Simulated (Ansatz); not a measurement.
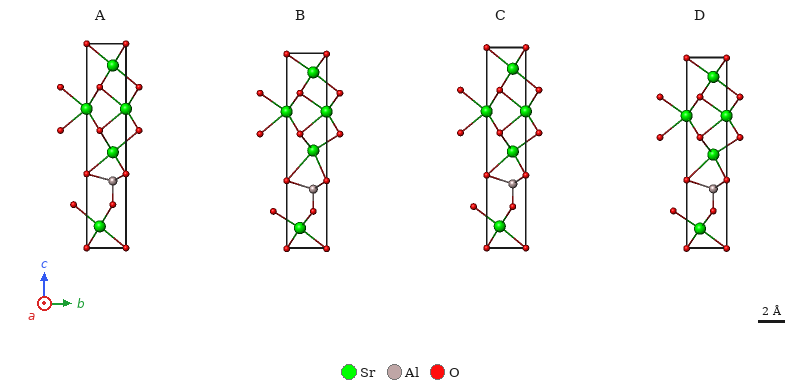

4 geometries from one relaxation of a crystal of Sr$_{4}$AlO$_{5}$ (a generated structure, set up in P3m1) (coarse preliminary run), in shuffled order. Style: ball-and-stick. Shown: the cell of the calculation, along the a axis.

Method: DFT PBE, scalar-relativistic, plane waves, PAW in Ansatz 0.2.0. (plane-wave cutoff 420 eV; k-point mesh 6 × 6 × 1; occupations gaussian; smearing width 0.1 eV; no spin polarisation; cell and atoms relaxed; force threshold 0.04 eV/Å; at most 70 steps)

Question: Order the frames from highest to lowest energy.

Answer: A, C, D, B. They are steps 0, 1, 2, 7, at +318 meV per atom, +107 meV per atom, +24.0 meV per atom relative to the last. Over 6 accepted moves (7 points after the start) the energy falls by 318 meV per atom. Largest force component: 10 eV/Å at the start, 0.016 eV/Å at the end. The pressure goes from −2.05 to −0.02 GPa. The SCF was repeated once at an unchanged geometry on a basis and grid sized afresh for the cell, which shifted the energy by less than 0.05 meV per atom at most. The largest move relative to the cell is that of a Sr atom, 0.47 Å along +c. By element the largest moves are Sr 0.47 Å, Al 0.40 Å, O 0.37 Å. Cell: a = b 3.535 → 3.594 Å (+1.7 %), c 15.913 → 15.174 Å (−4.6 %). Volume −1.4 %. Some distances before and after: Al–Sr 2.238 → 3.006 Å, O–Sr 2.650 → 3.138 Å, O–Sr 2.650 → 2.443 Å, O–Sr 2.650 → 2.518 Å. Bond angles that change, for instance: O–Sr–O 180.0° → 163.2°, O–Sr–O 83.7° → 69.9°, Sr–O–Sr 83.7° → 69.9°. The space group stays P3m1 (No. 156).
